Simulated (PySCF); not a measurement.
Input file:

```
{"job": {"kind": "uv", "xc": "B3LYP", "basis": "def2-SVPD", "nstates": 8, "ntriplets": 3}, "charge": 0, "multiplicity": 1}
C      2.564071     0.200117     0.803693
C      1.762755     0.037469    -0.071358
C      0.740444    -0.106194    -1.077490
C     -0.268336    -1.193881    -0.708386
Si    -1.393962    -0.475908     0.654726
C     -1.042115     1.378267     0.353682
S     -0.167260     1.493361    -1.239327
H      3.292129     0.325714     1.548157
H      1.199684    -0.276126    -2.055671
H     -0.854082    -1.443535    -1.594438
H      0.263019    -2.095912    -0.404501
H     -2.799340    -0.789894     0.397403
H     -0.957751    -0.855810     1.998255
H     -0.407205     1.823078     1.118646
H     -1.936465     1.987244     0.254698
```

Run with:

```sh
OMP_NUM_THREADS=1 python probes_run.py task.json out
```

Geometry: GFN2-xTB.

These are results of B3LYP/def2-SVPD, SCF density, gas phase (PySCF 2.14.0), not measurements.

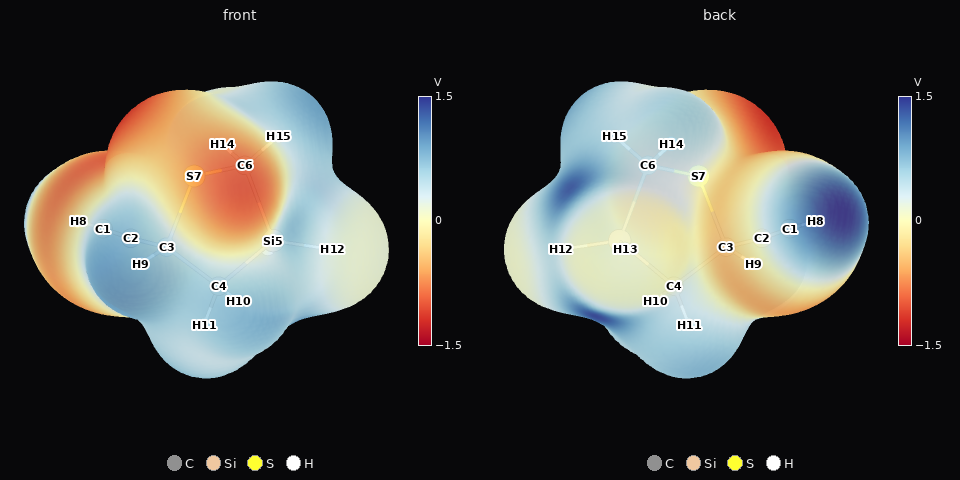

C5H8SSi (SMILES C#C[C@H]1C[SiH2]CS1). The molecular electrostatic potential painted on the density surface at 0.002 e/bohr³, seen from the front and from behind; red is negative and blue positive.

**Which sites attract a positive test charge, and which a negative one?**

A positive charge is drawn to the negative regions and a negative charge to the positive ones. The most negative region (about −1.1 V) lies over S7, the most positive (about +1.5 V) over H8.

**How polar is the molecule by this calculation?**

Its dipole moment is 1.42 D.
